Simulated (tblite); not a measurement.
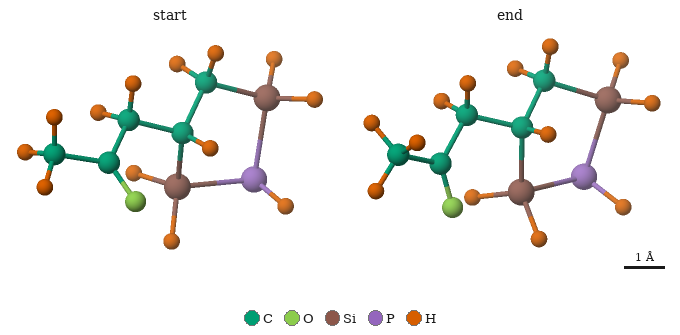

The structure of C₅H₁₃OPSi₂ before (left) and after (right) a relaxation, at one scale.

A ball-and-stick model, seen from a free direction.

All numbers below come from GFN2-xTB geometry optimisation, gas phase (tblite). 

Q: Summarise the run.

A: The largest move after the best rigid fit is that of the O atom, 1.29 Å. Largest moves by element: O 1.29 Å, H 0.94 Å, C 0.48 Å, Si 0.43 Å, P 0.27 Å. Near-neighbour distances that change, for instance: O–Si 3.472 → 2.487 Å, H–P 1.414 → 1.376 Å, C–Si 1.875 → 1.912 Å, P–Si 2.234 → 2.270 Å. Among the angles between lasting bonds that change: P–Si–H 107.9° → 115.3°, H–Si–H 111.6° → 116.8°, P–Si–H 108.1° → 103.1°. Groups turn about C–C by about 35°, P–Si by about 25°, C–C by about 25°. After 192 geometry steps the energy has fallen by 0.287 eV.
